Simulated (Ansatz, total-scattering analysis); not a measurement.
## Isotope substitution on H in aqueous CaCl2

Two samples of aqueous CaCl2 (30 H2O, 2 Ca2+ and 4 Cl-; O 31.2, H 62.5, Ca 2.1, Cl 4.2 atom %; 330 K, fixed volume (mean pressure -0.9 GPa); ρ₀ = 0.0955 Å⁻³) differ only in the isotope of H: D (b = 6.6681 fm) and H (b = -3.7395 fm). Other lengths: O 5.8037, Ca 4.7, Cl 9.5792 fm. The data are simulated by ab initio molecular dynamics with Ansatz (LDA, plane waves, PAW default files, Langevin thermostat, no spin, fixed volume, H with the mass of D). The average runs over 0.73 ps of 96 atoms, so shells between rare elements are rough. Mean temperature 338 K, largest m.s.d. 0.88 Å², energy drift -6 meV an atom (last third less first, no steady trend), Langevin friction 10 ps⁻¹; the first quarter of the run is discarded. Start: last frame of a classical run of this cell at the same density and temperature. So short a stretch relaxes bonds and nearest shells but still remembers its start. It is a liquid as far as so short a run tells. LDA overbinds hydrogen bonds, so O–O contacts come out short and the liquid too structured. The partials come from the cell's reciprocal vectors below 4 Å⁻¹ and from g(r) above; absorption, incoherent and inelastic scattering are left out. F(Q) = Σ ci cj bi bj (Sij − 1), in barn per steradian and atom:

```tsv
Q (Å⁻¹)	2H	1H	difference
0.9	-0.236	-0.203	-0.033
1.2	-0.167	-0.180	0.013
1.5	-0.065	-0.182	0.117
1.8	0.226	-0.178	0.404
2.1	0.239	-0.154	0.394
2.4	0.096	-0.109	0.206
2.7	-0.001	-0.056	0.055
3.0	-0.060	0.047	-0.107
3.3	-0.104	0.093	-0.197
3.6	-0.066	0.057	-0.123
3.9	-0.019	0.017	-0.036
4.2	-0.028	0.006	-0.033
4.5	-0.059	0.031	-0.090
4.8	-0.074	0.048	-0.122
5.1	-0.071	0.052	-0.123
5.4	-0.068	0.052	-0.120
5.7	-0.059	0.046	-0.105
6.0	-0.034	0.024	-0.058
6.3	-0.001	-0.004	0.002
6.6	0.023	-0.023	0.046
6.9	0.033	-0.032	0.065
7.2	0.033	-0.034	0.067
7.5	0.034	-0.034	0.068
7.8	0.043	-0.033	0.076
8.1	0.055	-0.029	0.085
8.4	0.061	-0.024	0.085
8.7	0.058	-0.017	0.075
9.0	0.046	-0.009	0.054
9.3	0.024	0.000	0.024
9.6	-0.004	0.006	-0.011
9.9	-0.028	0.012	-0.040
10.2	-0.043	0.017	-0.060
10.5	-0.052	0.022	-0.074
10.8	-0.057	0.023	-0.080
```

The first difference in real space, ΔG(r), in barn (from the pair functions, so without the broadening of a finite Q range):

first difference G(r), r (Å) and value: 0.50 -0.418, 0.58 -0.418, 0.66 -0.418, 0.74 -0.418, 0.82 -0.418, 0.90 -0.350, 0.98 5.516, 1.06 1.532, 1.14 -0.364, 1.22 -0.415, 1.30 -0.397, 1.38 -0.356, 1.46 -0.220, 1.54 0.074, 1.62 0.259, 1.70 0.035, 1.78 -0.147, 1.86 -0.177, 1.94 -0.135, 2.02 -0.068, 2.10 -0.058, 2.18 -0.089, 2.26 -0.129, 2.34 -0.187, 2.42 -0.225, 2.50 -0.247, 2.58 -0.238, 2.66 -0.206, 2.74 -0.138, 2.82 -0.065, 2.90 -0.011, 2.98 0.040, 3.06 0.077, 3.14 0.102, 3.22 0.100, 3.30 0.089, 3.38 0.092, 3.46 0.057, 3.54 0.064

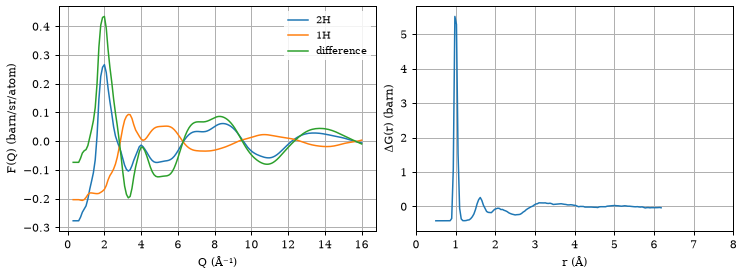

**Question.** Which pairs survive in the difference, and what is the first shell of H?

Pairs without H cancel. ΔG(r) = Σ W [g(r) − 1] with W = 2 c(H) c(j) b(j) Δb, and c(H)² (b₁² − b₂²) for H–H: H–O 0.2359, H–H 0.1191, H–Ca 0.0127, H–Cl 0.0519 barn. At small r, ΔG → −ΣW = -0.420; in this finite cell the H–H term carries (N − 1)/N with N = 60 atoms of H, which gives -0.418.

The first feature, at 1.00 Å, is H–O. n = 4πρ₀ c(O)/W ∫ r² [ΔG − ΔG(0)] dr up to 1.26 Å gives 1.0 O around each H; the coordinates give 1.00 up to 1.26 Å.

Shells of H from the coordinates: O–H at 1.00 Å, 1.0 neighbours to 1.26 Å; H–H at 1.60 Å, 1.0 neighbours to 1.84 Å, a soft count; H–Cl at 2.05 Å, 0.3 neighbours to 2.90 Å (first peaks with a usable minimum only). Counts average over all H, whatever molecule they sit on, and second peaks of a pair (H two bonds away, hydrogen bonds) add features between 1.5 and 2.5 Å that aren't listed. The structure is taken to be the same for both isotopes, which holds least well for H and D.

[Logs are printed without paths, hosts, clocks, repeated set-up lines and the standing remarks that a program may print on its own settings, such as how far it seeks lower states.]
